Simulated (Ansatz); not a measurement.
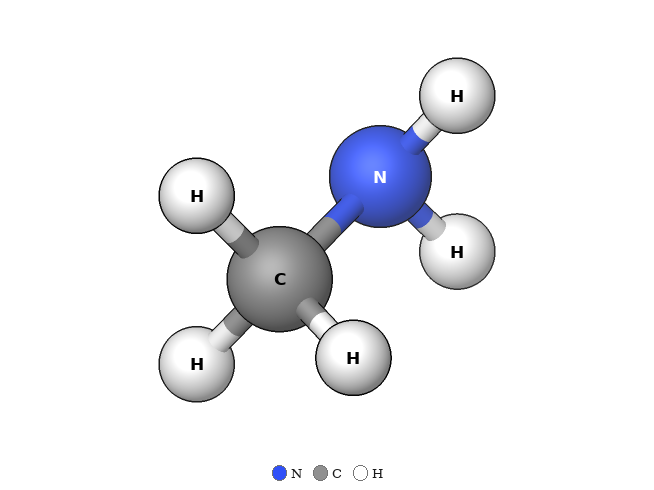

A ball-and-stick model of a molecule.

What is the molecular formula?

CH5N, 7 atoms: 1 carbon, 5 hydrogen and 1 nitrogen.

How many sets of symmetry-equivalent atoms are there?

5: 1 N, 1 C, 2 H, 2 H, 1 H.

Count the bonded pairs by element.

3 C–H, 2 N–H, 1 C–N. Sticks follow a distance rule.

Give the symmetry (Schoenflies symbol).

Cs.

More results for the same structure follow; atom numbers are the same in all pictures, views and colours differ. The geometry was computed by an optimisation with PBE0-D4/def2-TZVP.

## Vibrations

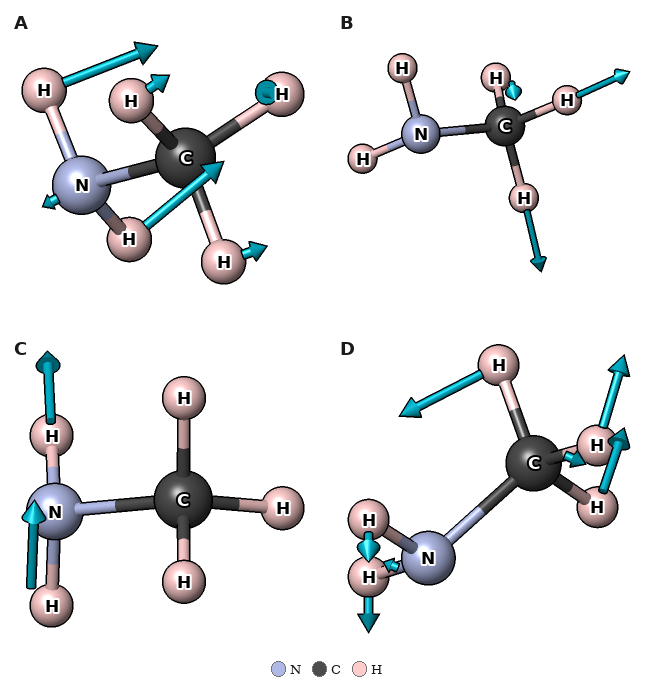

4 normal modes of one molecule or complex, as arrows. Harmonic vibrations computed with RKS PBE0-D4/def2-TZVP (Ansatz 0.2.0) at a stationary point of the same level.

Match the panels to the wavenumbers 832 cm⁻¹, 1169 cm⁻¹, 3081 cm⁻¹, 3613 cm⁻¹.

A: 832 cm⁻¹, C–N–H bending
B: 3081 cm⁻¹, out-of-phase stretching of 3 C–H bonds
C: 3613 cm⁻¹, out-of-phase stretching of 2 N–H bonds
D: 1169 cm⁻¹, H–C–N bending

## Electronic properties

Properties computed with RKS BHLYP-D4/def2-TZVPP (Ansatz 0.2.0).

What is the dispersion correction?

−5.5 kJ/mol.

## Thermal motion

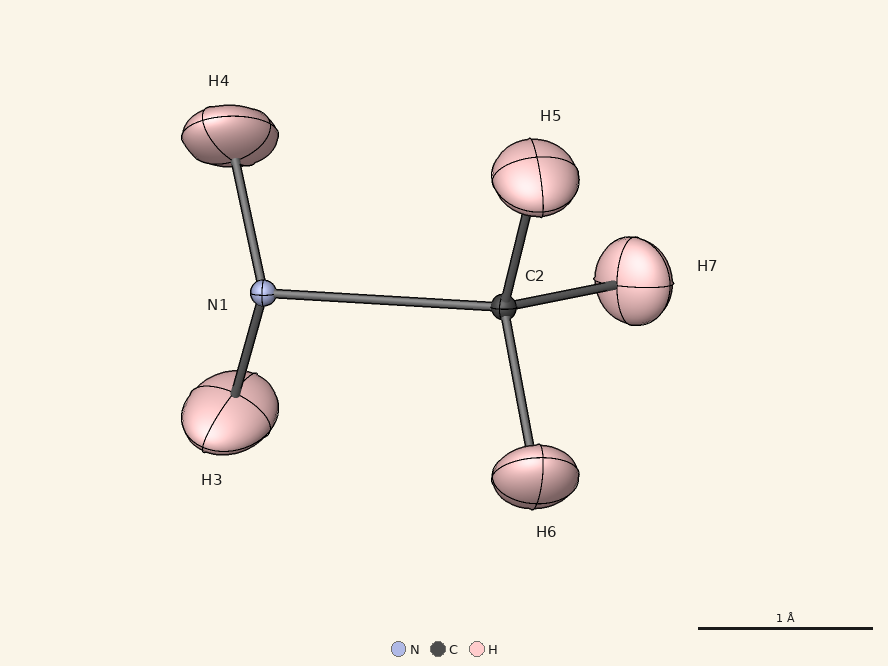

Displacement ellipsoids at the 50 % level, enlarged 1.5 times, from the internal vibrations of the free molecule (harmonic, no overall translation or rotation; no half-axis is drawn under 0.075 Å). Vibrations computed with RKS PBE0-D4/def2-TZVP (Ansatz 0.2.0). Temperature: 0 K (zero-point motion alone).

Which atom has the largest mean-square displacement?

H3, H4, with U_eq = 0.0136 Å².

Does H3 move more along its bond or across it?

Across it: the root-mean-square amplitude is 0.068 Å along the bond and up to 0.154 Å across, since bending and torsion are softer than stretching.

List U_eq and the three principal root-mean-square amplitudes for each kind of atom.

| atom | U_eq (Å²) | rms amplitudes (Å) |
| --- | --- | --- |
| N1 | 0.00035 | 0.015, 0.015, 0.025 |
| C2 | 0.00044 | 0.017, 0.017, 0.027 |
| H3, H4 | 0.0136 | 0.067, 0.112, 0.154 |
| H5, H6 | 0.0104 | 0.072, 0.108, 0.120 |
| H7 | 0.0098 | 0.073, 0.109, 0.111 |

## Charges

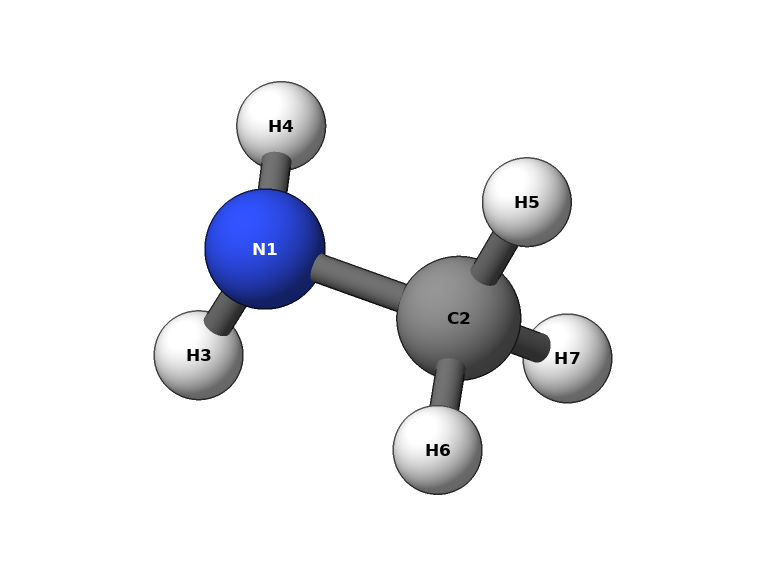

The questions are on Mulliken charges. Method: RKS PBE0-D4/def2-TZVP (Ansatz 0.2.0).

Give the Mulliken charges atom by atom.

| atom | value (e) |
| --- | --- |
| N1 | −0.52 |
| C2 | −0.27 |
| H3 | 0.22 |
| H4 | 0.22 |
| H5 | 0.12 |
| H6 | 0.12 |
| H7 | 0.10 |

Mulliken values depend strongly on the basis set and can even reverse the polarity of a bond.
